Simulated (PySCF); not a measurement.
# C5H12Si2: NMR shielding calculation

- system: C5H12Si2, SMILES C1[SiH2]C(C2CC2)[SiH2]1
- method: GIAO PBE0/pcSseg-1 NMR shielding, non-relativistic, gas phase (PySCF 2.14.0)

The geometry comes from this level: GFN2-xTB, MD frame at 800 fs, 300 K. It belongs to a series of runs on one base structure; here: MD frame at 800 fs, 300 K. Figures and captions count atoms from 1; the log counts them from 0 in places.

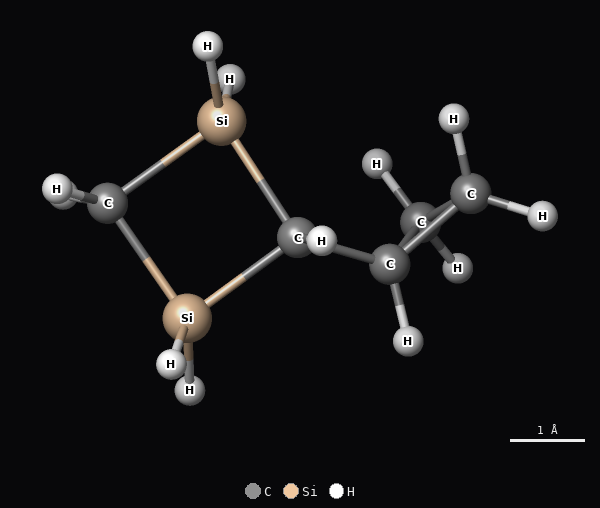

The structure as given in the input (ball-and-stick view, seen at a tilt).

Input file:
```
{"job": {"kind": "nmr", "xc": "PBE0", "basis": "pcSseg-1", "pop": false}, "charge": 0, "multiplicity": 1}
C     -2.048000    -0.191900    -0.414400
Si    -0.967100     1.300400     0.112800
C      0.163100     0.050000     1.016200
C      1.646200     0.019900     1.004100
C      2.406300     1.242000     1.298100
C      2.489300     0.660700    -0.056900
Si    -0.802300    -1.413500     0.364000
H     -2.192100    -0.250400    -1.470400
H     -3.043100    -0.169500    -0.049800
H     -0.386100     1.860000    -1.081800
H     -1.864800     2.251900     0.853000
H     -0.039900     0.112600     2.120800
H      2.082200    -0.924400     1.297100
H      3.172800     1.211200     2.045100
H      1.841300     2.169600     1.314500
H      3.398600     0.180000    -0.385700
H      2.014900     1.265800    -0.842800
H     -0.062100    -2.369800    -0.414100
H     -1.418000    -2.056800     1.453000
```

The first line tells a small driver script what to run in PySCF; the rest is the geometry in Å.

Launched with:
```bash
OMP_NUM_THREADS=1 python <driver script> task.json out
```

The program's output:
```
coarse grid: 16120 points
cycle   1  E = -776.0280197182  dE =  9.264e-01  |g| = 5.407e-01  |ddm| = 3.946e+00
cycle   2  E = -775.9777701028  dE =  5.025e-02  |g| = 6.851e-01  |ddm| = 1.238e+00
cycle   3  E = -776.1059735210  dE = -1.282e-01  |g| = 5.183e-02  |ddm| = 8.020e-01
cycle   4  E = -776.1065007037  dE = -5.272e-04  |g| = 2.882e-02  |ddm| = 9.589e-02
cycle   5  E = -776.1067023842  dE = -2.017e-04  |g| = 6.029e-03  |ddm| = 3.328e-02
cycle   6  E = -776.1067103651  dE = -7.981e-06  |g| = 1.647e-03  |ddm| = 7.496e-03
final grid: 144360 points
cycle   7  E = -776.1473523154  dE = -3.802e-05  |g| = 8.190e-03  |ddm| = 3.357e-02
cycle   8  E = -776.1473413874  dE =  1.093e-05  |g| = 1.041e-02  |ddm| = 1.868e-02
cycle   9  E = -776.1473698958  dE = -2.851e-05  |g| = 5.533e-04  |ddm| = 1.063e-02
cycle  10  E = -776.1473699499  dE = -5.412e-08  |g| = 2.580e-04  |ddm| = 8.001e-04
cycle  11  E = -776.1473699658  dE = -1.596e-08  |g| = 4.862e-05  |ddm| = 2.699e-04
cycle  12  E = -776.1473699663  dE = -4.627e-10  |g| = 1.638e-05  |ddm| = 7.252e-05
```

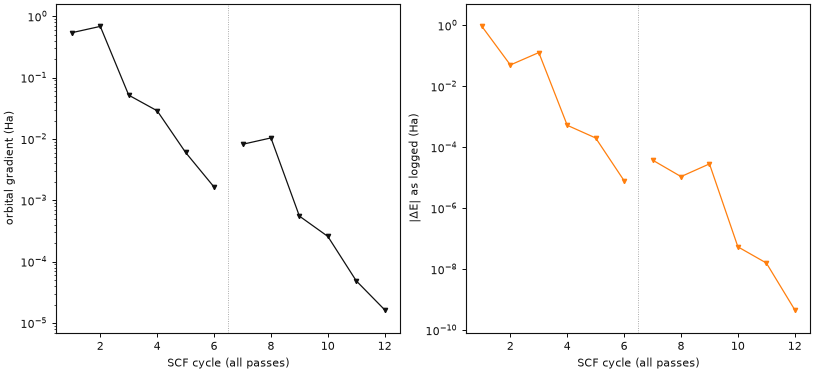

Convergence of the self-consistent field: orbital gradient and size of the energy change against the SCF cycle. The dotted line marks the change from a coarse to the final integration grid. The first 6 cycles use a coarse grid, the final grid takes over at cycle 7, and the field converges after 12 cycles in all.

```
converged SCF energy = -776.1473699663

GIAO shielding tensors (ppm)
atom      isotropic    diamagn.    paramagn.     s11        s22        s33       span
  0 C      204.221     258.582     -54.361    194.174    205.596    212.895     18.720
  1 Si     391.118     881.212    -490.094    344.852    389.893    438.608     93.756
  2 C      168.409     255.987     -87.579    136.982    173.677    194.566     57.583
  3 C      178.061     242.993     -64.932    146.820    162.982    224.381     77.560
  4 C      177.985     257.498     -79.513    145.482    175.664    212.810     67.328
  5 C      179.477     250.217     -70.740    150.276    175.722    212.433     62.157
  6 Si     384.900     881.781    -496.882    340.751    370.491    443.457    102.705
  7 H       32.164      32.519      -0.356     27.423     28.744     40.325     12.902
  8 H       32.288      31.664       0.624     27.677     28.341     40.846     13.169
  9 H       27.186      30.867      -3.681     23.384     26.836     31.339      7.955
 10 H       26.347      29.164      -2.816     22.346     24.592     32.104      9.758
 11 H       28.710      31.270      -2.560     23.054     29.721     33.354     10.300
 12 H       31.336      30.811       0.524     23.418     29.721     40.868     17.450
 13 H       31.134      30.550       0.584     25.222     26.917     41.261     16.039
 14 H       32.174      31.730       0.443     26.002     30.729     39.791     13.789
 15 H       31.241      29.909       1.332     25.462     26.639     41.624     16.162
 16 H       30.896      30.887       0.009     25.006     29.020     38.663     13.657
 17 H       27.254      30.581      -3.326     23.885     25.730     32.148      8.263
 18 H       27.408      31.404      -3.996     23.830     25.540     32.854      9.024
```

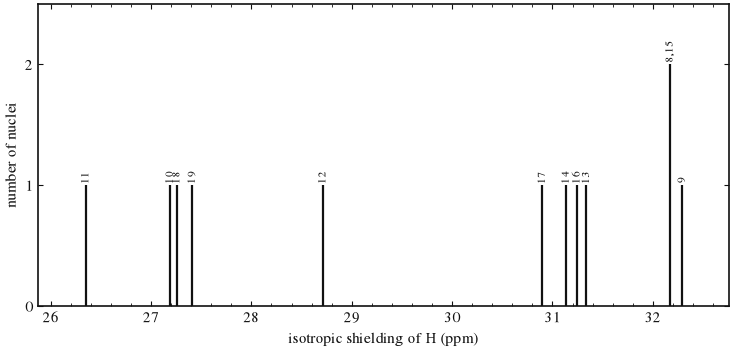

Isotropic shieldings of the hydrogen nuclei in this fixed geometry, labelled by atom number; shielding grows to the right, so chemical shift grows to the left. The least shielded is H11 (26.3 ppm), the most shielded H9 (32.3 ppm).

Key numbers:

```tsv
quantity	value
outcome	converged
total energy	−776.147370 hartree
HOMO	−7.32 eV
LUMO	−0.07 eV
dipole moment	0.35 D
isotropic shielding, C	168.4 to 204.2 ppm
isotropic shielding, Si	384.9 to 391.1 ppm
isotropic shielding, H	26.3 to 32.3 ppm
hardware	1 CPU thread, shared host
wall time	27 s
peak memory	0.91 GiB
```
